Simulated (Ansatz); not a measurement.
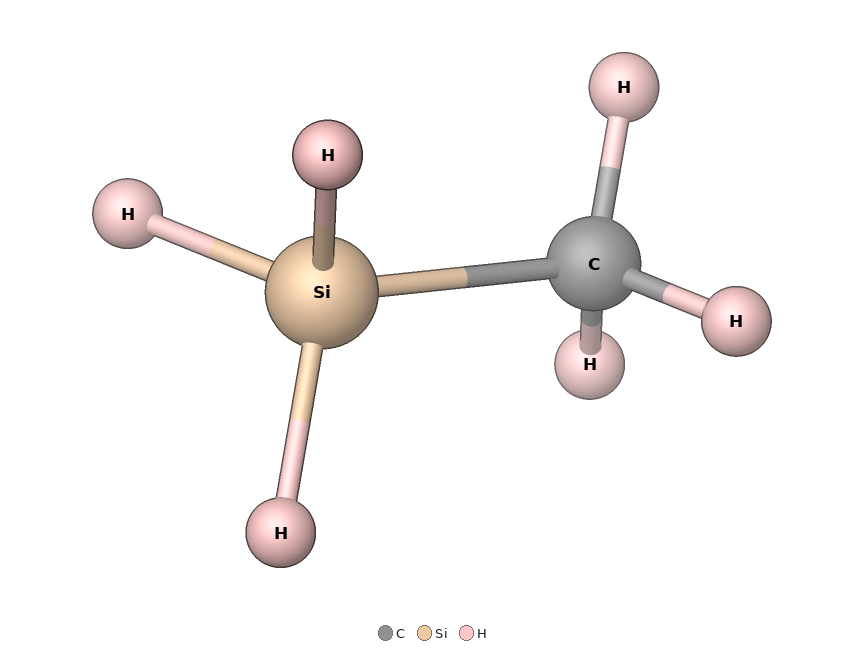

Depth is shown by fading: the farther an atom, the more it takes the colour of the background. The geometry was computed by an optimisation with PBE0-D4/def2-TZVP. No frequency run is at hand to confirm it as a minimum.

**List the symmetry elements and name the point group.**

It has 1 C3 axis and 3 mirror planes, so the point group is C3v. The group has 6 operations. The geometry is achiral, and symmetry allows a dipole moment.
